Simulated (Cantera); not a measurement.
A closed system holds: 1 mol C₂H₂, 2 mol CO₂, at 1330 Pa.

These are equilibrium values from Cantera (NASA tables, ideal gas, pure condensed phases), not measurements of a reactor. Candidate condensed phases: C, C₆H₆, C₇H₈, C₈H₁₈, H₂O; 131 gas species. Ions and electrons are included (thermal ionisation). The numbers say what is thermodynamically allowed, not how fast it happens.

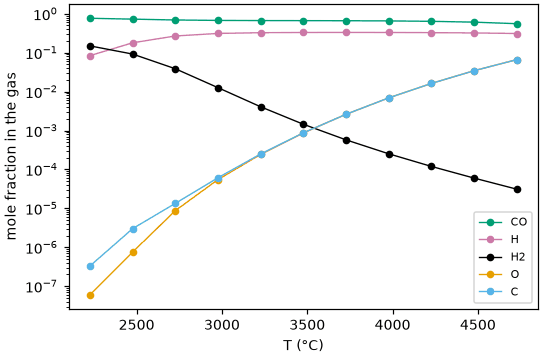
Figure. Equilibrium gas composition (values under 1e-9 drawn at 1e-9)

From 2227 °C to 4727 °C nothing is condensed. The main C-bearing gas is CO throughout.
